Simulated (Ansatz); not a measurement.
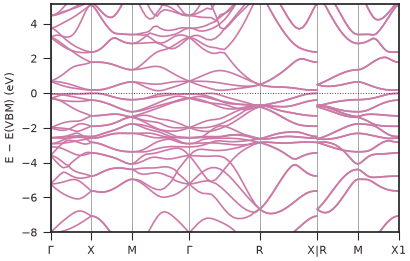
Band structure from PBEsol in the plane-wave PAW code Ansatz

The gap is 0.13 eV; an edge lies off the plotted path or next to a special point (maximum off the standard path, minimum off the standard path).

The material is FeSi in space group P2_13 (No. 198; Fe on 4a, Si on 4a).

Symmetry was held in the PBEsol relaxation. The workflow began spin-polarised and lost its moments.

Potentials: the later of the program's two PAW sets.
